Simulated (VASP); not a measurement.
Band structure of BeTe (relaxed from the CsCl structure, space group Pm-3m). These are r2SCAN meta-GGA, VASP's PBE PAW potentials (set 64) (plane waves; VASP) values and carry that method's errors.

Unless said otherwise, spin-orbit coupling is left out, though it shifts the bands of the heavy elements here.

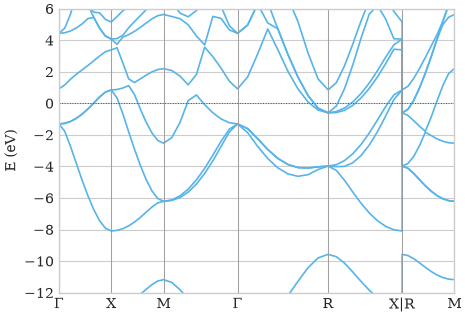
Fig. 1. Bands along high-symmetry lines, zero at the valence-band maximum or, without a gap, the Fermi level

### Question
Read the plot: is there a gap, and where are the band edges?

### Answer
It has no gap at this level: it comes out as a metal or semimetal.

The structure was generated: BeTe was put into the CsCl type (Pm-3m), which need not be its known phase. It was relaxed first, which changed the volume by +33 %.
